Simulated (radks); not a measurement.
# Polarisabilities and dispersion coefficients of W⁺, K, Cd³⁺ and others

Aim: static dipole polarisabilities and C6 coefficients, each species in its NIST ground configuration. After each ground state the linear response is solved; its values go to the run's result record, not to the log. Response by self-consistent Sternheimer equations with the Hartree and adiabatic LDA kernel, the relativistic mass of each level held fixed and spin-orbit coupling left out.

Method: scalar-relativistic Kohn-Sham, LB94 model potential, spin-polarised, spherical densities, finite nucleus; open shells are filled with parallel spins first. Code: radks (a radial shooting solver on a logarithmic mesh, Libxc functionals) version 1.

**1. What is computed**

| Property | Result |
| --- | --- |
| species | W⁺ ([Xe] 4f14 5d4 6s1), K ([Ar] 4s1), Cd³⁺ ([Kr] 4d9), Hg ([Hg]), Mg²⁺ ([Ne]), Nb³⁺ ([Kr] 4d2), Au ([Xe] 4f14 5d10 6s1), Hg⁺ ([Xe] 4f14 5d10 6s1), Er ([Xe] 4f12 6s2), Ne⁺ ([He] 2s2 2p5) |

In the logs a row gives level, spin channel, occupation and eigenvalue; Etot, Ekin, Encl (electron-nucleus), Eh (Hartree) and Exc are energies, all in hartree; err is the last residual, it the number of iterations.

LB94 adds a gradient term to the LDA potential that gives it a −1/r tail. It is a model potential with no energy functional, so Etot and Exc are not given.

**2. W⁺, [Xe] 4f14 5d4 6s1**

The run's settings:

```text
Z 74
configuration [Xe] 4f14 5d4 6s1
relativity scalar-relativistic
functional lda,pw
model_potential LB94
spin polarised
nucleus finite rms 5.3658 fm
c 137.035999084
response adiabatic LDA kernel
```

The program printed:

```text
1s      1   1.0000       -2562.20797533
2s      1   1.0000        -443.24999570
2p      1   3.0000        -388.00925871
3s      1   1.0000        -102.71072514
3p      1   3.0000         -86.33285756
3d      1   5.0000         -67.42982192
4s      1   1.0000         -21.52137141
4p      1   3.0000         -16.17352901
4d      1   5.0000          -9.37354909
4f      1   7.0000          -1.82782912
5s      1   1.0000          -3.44004552
5p      1   3.0000          -2.10479394
5d      1   4.0000          -0.65345310
6s      1   1.0000          -0.65073406
1s      2   1.0000       -2562.20720936
2s      2   1.0000        -443.24730196
2p      2   3.0000        -388.00750483
3s      2   1.0000        -102.70811014
3p      2   3.0000         -86.32997011
3d      2   5.0000         -67.42496309
4s      2   1.0000         -21.51201796
4p      2   3.0000         -16.16599358
4d      2   5.0000          -9.36907496
4f      2   7.0000          -1.82958580
5s      2   1.0000          -3.45881197
5p      2   3.0000          -2.12215131
5d      2   0.0000          -0.66958836
6s      2   0.0000          -0.66685030
Etot None
Ekin 17825.80092761477
Encl -39948.46929522154
Eh 6305.713661395574
Exc None
err 6.245159280382943e-09
it 15
```

Highest occupied level: 6s up at -17.707 eV. The response step gives α = 30.09 bohr³ (50.12 without the induced potential) and C6 = 247.0 hartree bohr⁶.

Sizes of the orbitals, from the radial functions (bohr):

```
  level  occupation  energy (eV)     <r>  outermost maximum (interpolated)  90 % within  nodes
5p down           3      -57.747   1.243                              1.09         1.82      3
  5p up           3      -57.274   1.243                              1.09         1.82      3
4f down           7      -49.786  0.6030                             0.429        0.996      0
  4f up           7      -49.738  0.6014                             0.429        0.993      0
5d down           0      -18.220   1.904                              1.48         2.97      2
6s down           0      -18.146   2.826                              2.49         4.09      5
  5d up           4      -17.781   1.905                              1.48         2.98      2
  6s up           1      -17.707   2.837                              2.50         4.11      5
```

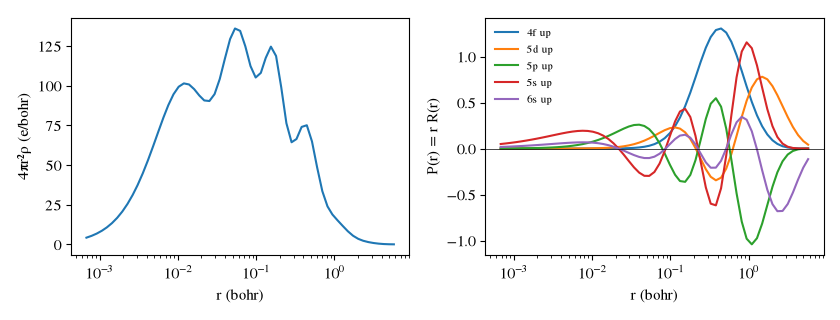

Radial density (left) and radial functions of outer levels (right).

**3. K, [Ar] 4s1**

The run's settings:

```text
Z 19
configuration [Ar] 4s1
relativity scalar-relativistic
functional lda,pw
model_potential LB94
spin polarised
nucleus finite rms 3.4349 fm
c 137.035999084
response adiabatic LDA kernel
```

The program printed:

```text
1s      1   1.0000        -131.45544905
2s      1   1.0000         -13.62829214
2p      1   3.0000         -10.94550867
3s      1   1.0000          -1.48455845
3p      1   3.0000          -0.88459936
4s      1   1.0000          -0.18159172
1s      2   1.0000        -131.45406925
2s      2   1.0000         -13.62761590
2p      2   3.0000         -10.94475341
3s      2   1.0000          -1.48286127
3p      2   3.0000          -0.88773133
4s      2   0.0000          -0.24198686
Etot None
Ekin 609.3721698301448
Encl -1438.0066931647223
Eh 260.06356746563824
Exc None
err 1.9382360066592337e-09
it 14
```

Highest occupied level: 4s up at -4.941 eV. The response step gives α = 181.0 bohr³ (210.7 without the induced potential) and C6 = 1955 hartree bohr⁶.

**4. Cd³⁺, [Kr] 4d9**

The run's settings:

```text
Z 48
configuration [Kr] 4d9
relativity scalar-relativistic
functional lda,pw
model_potential LB94
spin polarised
nucleus finite rms 4.6087 fm
c 137.035999084
response adiabatic LDA kernel
```

The program printed:

```text
1s      1   1.0000        -981.30839550
2s      1   1.0000        -147.57387082
2p      1   3.0000        -132.76866877
3s      1   1.0000         -29.04683006
3p      1   3.0000         -24.17035785
3d      1   5.0000         -16.51292889
4s      1   1.0000          -5.50811344
4p      1   3.0000          -4.07287843
4d      1   5.0000          -2.01328968
1s      2   1.0000        -981.30871049
2s      2   1.0000        -147.57241649
2p      2   3.0000        -132.76809866
3s      2   1.0000         -29.04418102
3p      2   3.0000         -24.16747933
3d      2   5.0000         -16.50854368
4s      2   1.0000          -5.49676392
4p      2   3.0000          -4.05976036
4d      2   4.0000          -1.99840191
Etot None
Ekin 5837.749937524876
Encl -13484.337090365936
Eh 2207.8542682101906
Exc None
err 4.486178275267875e-09
it 15
```

Highest occupied level: 4d down at -54.379 eV. The response step gives α = 3.753 bohr³ (5.663 without the induced potential) and C6 = 16.94 hartree bohr⁶.

**5. Hg, [Hg]**

The run's settings:

```text
Z 80
configuration [Hg]
relativity scalar-relativistic
functional lda,pw
model_potential LB94
spin polarised
nucleus finite rms 5.4648 fm
c 137.035999084
response adiabatic LDA kernel
```

The program printed:

```text
1s      1   1.0000       -3065.33395701
2s      1   1.0000        -544.12009262
2p      1   3.0000        -469.61113270
3s      1   1.0000        -129.54052001
3p      1   3.0000        -107.99631020
3d      1   5.0000         -85.24406992
4s      1   1.0000         -28.61676212
4p      1   3.0000         -21.58386838
4d      1   5.0000         -13.20307360
4f      1   7.0000          -3.90082886
5s      1   1.0000          -4.59597164
5p      1   3.0000          -2.67108551
5d      1   5.0000          -0.57160642
6s      1   1.0000          -0.44313898
1s      2   1.0000       -3065.33395701
2s      2   1.0000        -544.12009262
2p      2   3.0000        -469.61113270
3s      2   1.0000        -129.54052001
3p      2   3.0000        -107.99631020
3d      2   5.0000         -85.24406992
4s      2   1.0000         -28.61676212
4p      2   3.0000         -21.58386838
4d      2   5.0000         -13.20307360
4f      2   7.0000          -3.90082886
5s      2   1.0000          -4.59597164
5p      2   3.0000          -2.67108551
5d      2   5.0000          -0.57160642
6s      2   1.0000          -0.44313898
Etot None
Ekin 22067.446731573888
Encl -48942.495728231734
Eh 7627.437621938388
Exc None
err 5.047950706644441e-09
it 15
```

Highest occupied level: 6s at -12.058 eV. The response step gives α = 27.73 bohr³ (56.80 without the induced potential) and C6 = 257.6 hartree bohr⁶.

**6. Mg²⁺, [Ne]**

The run's settings:

```text
Z 12
configuration [Ne]
relativity scalar-relativistic
functional lda,pw
model_potential LB94
spin polarised
nucleus finite rms 3.057 fm
c 137.035999084
response adiabatic LDA kernel
```

The program printed:

```text
1s      1   1.0000         -48.44121214
2s      1   1.0000          -4.07540749
2p      1   3.0000          -2.87749563
1s      2   1.0000         -48.44121214
2s      2   1.0000          -4.07540749
2p      2   3.0000          -2.87749563
Etot None
Ekin 201.0037773461358
Encl -472.6615912463226
Eh 88.23753690265004
Exc None
err 3.7944824472043735e-11
it 15
```

2p is the highest filled level (-78.301 eV). The response step gives α = 0.4977 bohr³ (0.5650 without the induced potential) and C6 = 0.6003 hartree bohr⁶.

**7. Nb³⁺, [Kr] 4d2**

The run's settings:

```text
Z 41
configuration [Kr] 4d2
relativity scalar-relativistic
functional lda,pw
model_potential LB94
spin polarised
nucleus finite rms 4.324 fm
c 137.035999084
response adiabatic LDA kernel
```

The program printed:

```text
1s      1   1.0000        -696.66937497
2s      1   1.0000         -99.11531682
2p      1   3.0000         -88.81092348
3s      1   1.0000         -17.84135563
3p      1   3.0000         -14.46202411
3d      1   5.0000          -8.92236563
4s      1   1.0000          -3.54044218
4p      1   3.0000          -2.64538226
4d      1   2.0000          -1.40087510
1s      2   1.0000        -696.66969941
2s      2   1.0000         -99.11438319
2p      2   3.0000         -88.81078251
3s      2   1.0000         -17.83677243
3p      2   3.0000         -14.45776915
3d      2   5.0000          -8.91784008
4s      2   1.0000          -3.54389566
4p      2   3.0000          -2.64628007
4d      2   0.0000          -1.40054794
Etot None
Ekin 3945.8947265628526
Encl -9173.700216117031
Eh 1527.9554179465126
Exc None
err 1.0025050446466775e-09
it 15
```

4d up is the highest filled level (-38.120 eV). The response step gives α = 5.827 bohr³ (8.319 without the induced potential) and C6 = 25.47 hartree bohr⁶.

**8. Au, [Xe] 4f14 5d10 6s1**

The run's settings:

```text
Z 79
configuration [Xe] 4f14 5d10 6s1
relativity scalar-relativistic
functional lda,pw
model_potential LB94
spin polarised
nucleus finite rms 5.4371 fm
c 137.035999084
response adiabatic LDA kernel
```

The program printed:

```text
1s      1   1.0000       -2977.13167888
2s      1   1.0000        -526.11258385
2p      1   3.0000        -455.21685714
3s      1   1.0000        -124.59296306
3p      1   3.0000        -104.01196179
3d      1   5.0000         -81.94526738
4s      1   1.0000         -27.17274570
4p      1   3.0000         -20.45377322
4d      1   5.0000         -12.35329265
4f      1   7.0000          -3.34938438
5s      1   1.0000          -4.23359481
5p      1   3.0000          -2.42099625
5d      1   5.0000          -0.45717975
6s      1   1.0000          -0.40142762
1s      2   1.0000       -2977.13063593
2s      2   1.0000        -526.11204896
2p      2   3.0000        -455.21644588
3s      2   1.0000        -124.59252340
3p      2   3.0000        -104.01157631
3d      2   5.0000         -81.94488381
4s      2   1.0000         -27.17220204
4p      2   3.0000         -20.45339529
4d      2   5.0000         -12.35299198
4f      2   7.0000          -3.34902442
5s      2   1.0000          -4.23297371
5p      2   3.0000          -2.42230830
5d      2   5.0000          -0.46377902
6s      2   0.0000          -0.40807788
Etot None
Ekin 21311.8577066411
Encl -47365.10397242932
Eh 7407.994795411487
Exc None
err 3.716179790064674e-09
it 16
```

Highest occupied level: 6s up at -10.923 eV. The response step gives α = 27.84 bohr³ (52.50 without the induced potential) and C6 = 247.2 hartree bohr⁶.

**9. Hg⁺, [Xe] 4f14 5d10 6s1**

The run's settings:

```text
Z 80
configuration [Xe] 4f14 5d10 6s1
relativity scalar-relativistic
functional lda,pw
model_potential LB94
spin polarised
nucleus finite rms 5.4648 fm
c 137.035999084
response adiabatic LDA kernel
```

The program printed:

```text
1s      1   1.0000       -3065.71274349
2s      1   1.0000        -544.49529032
2p      1   3.0000        -469.98645164
3s      1   1.0000        -129.91499754
3p      1   3.0000        -108.37078433
3d      1   5.0000         -85.61849989
4s      1   1.0000         -28.99077628
4p      1   3.0000         -21.95771333
4d      1   5.0000         -13.57665492
4f      1   7.0000          -4.27402030
5s      1   1.0000          -4.96600726
5p      1   3.0000          -3.04053008
5d      1   5.0000          -0.93532843
6s      1   1.0000          -0.77232023
1s      2   1.0000       -3065.71138578
2s      2   1.0000        -544.49459545
2p      2   3.0000        -469.98592036
3s      2   1.0000        -129.91442668
3p      2   3.0000        -108.37028448
3d      2   5.0000         -85.61800032
4s      2   1.0000         -28.99007941
4p      2   3.0000         -21.95722541
4d      2   5.0000         -13.57625799
4f      2   7.0000          -4.27354881
5s      2   1.0000          -4.96521249
5p      2   3.0000          -3.04206177
5d      2   5.0000          -0.94301478
6s      2   0.0000          -0.78171308
Etot None
Ekin 22066.42852284667
Encl -48911.86385791267
Eh 7597.915696950804
Exc None
err 1.4156362340288738e-08
it 15
```

6s up is the highest filled level (-21.016 eV). The response step gives α = 16.21 bohr³ (29.43 without the induced potential) and C6 = 120.5 hartree bohr⁶.

**10. Er, [Xe] 4f12 6s2**

The run's settings:

```text
Z 68
configuration [Xe] 4f12 6s2
relativity scalar-relativistic
functional lda,pw
model_potential LB94
spin polarised
nucleus finite rms 5.2516 fm
c 137.035999084
response adiabatic LDA kernel
```

The program printed:

```text
1s      1   1.0000       -2115.83803905
2s      1   1.0000        -356.12692778
2p      1   3.0000        -315.24743506
3s      1   1.0000         -80.14863221
3p      1   3.0000         -67.69222781
3d      1   5.0000         -52.04899194
4s      1   1.0000         -15.86843633
4p      1   3.0000         -11.79370413
4d      1   5.0000          -6.32474682
4f      1   7.0000          -0.36613467
5s      1   1.0000          -2.12426518
5p      1   3.0000          -1.17441015
6s      1   1.0000          -0.25660475
1s      2   1.0000       -2115.83799938
2s      2   1.0000        -356.12782983
2p      2   3.0000        -315.24808475
3s      2   1.0000         -80.14898454
3p      2   3.0000         -67.69174062
3d      2   5.0000         -52.04915465
4s      2   1.0000         -15.82074775
4p      2   3.0000         -11.74674453
4d      2   5.0000          -6.27865748
4f      2   5.0000          -0.32519397
5s      2   1.0000          -2.08997021
5p      2   3.0000          -1.14705688
6s      2   1.0000          -0.25219454
Etot None
Ekin 14224.391214676743
Encl -32173.42170744788
Eh 5142.037085523089
Exc None
err 4.757918532172757e-09
it 16
```

The top filled level is 6s down, -6.863 eV. The response step gives α = 104.8 bohr³ (186.0 without the induced potential) and C6 = 1318 hartree bohr⁶.

**11. Ne⁺, [He] 2s2 2p5**

The run's settings:

```text
Z 10
configuration [He] 2s2 2p5
relativity scalar-relativistic
functional lda,pw
model_potential LB94
spin polarised
nucleus finite rms 3.0055 fm
c 137.035999084
response adiabatic LDA kernel
```

The program printed:

```text
1s      1   1.0000         -32.52189966
2s      1   1.0000          -2.38571422
2p      1   3.0000          -1.54825797
1s      2   1.0000         -32.54211754
2s      2   1.0000          -2.31925258
2p      2   2.0000          -1.48847295
Etot None
Ekin 129.28622696029936
Encl -304.82837454368325
Eh 59.25018249524319
Exc None
err 1.397073127258951e-09
it 15
```

The top filled level is 2p down, -40.503 eV. The response step gives α = 1.324 bohr³ (1.569 without the induced potential) and C6 = 2.290 hartree bohr⁶.

**12. Results**

```
species  −ε(HOMO) (eV)  α (bohr³)  α uncoupled (bohr³)  C6 (hartree bohr⁶)  C8 (hartree bohr⁸)  recommended α (bohr³)
     W⁺         17.707      30.09                50.12               247.0                   -                      -
      K          4.941      181.0                210.7                1955              221664                  289.7
   Cd³⁺         54.379      3.753                5.663               16.94                   -                      -
     Hg         12.058      27.73                56.80               257.6                8365                  33.91
   Mg²⁺         78.301     0.4977               0.5650              0.6003               3.538                      -
   Nb³⁺         38.120      5.827                8.319               25.47                   -                      -
     Au         10.923      27.84                52.50               247.2                8311                     36
    Hg⁺         21.016      16.21                29.43               120.5                2781                      -
     Er          6.863      104.8                186.0                1318                   -                    150
    Ne⁺         40.503      1.324                1.569               2.290                   -                      -
```

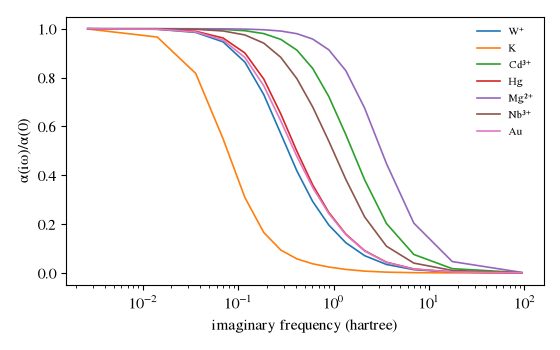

Polarisability at imaginary frequency, each scaled by its static value.

**Reading.** Uncoupled leaves out the potential induced by the response; C6 and C8 are for like pairs. K is the most polarisable and Mg²⁺ the least, a factor 364 apart. For the pair K–Mg²⁺ the Casimir-Polder integral gives C6 = 12.86, the rule 2·Ca·Cb/(Ca·αb/αa + Cb·αa/αb) on the like-pair values 10.49. Against the recommended values (Schwerdtfeger and Nagle, 2023 table) the misses are K -38 %, Hg -18 %, Au -23 %, Er -30 %. C8 is given only where no p, d or f shell is open. For heavy and open-shell atoms this level can miss by tens of per cent.
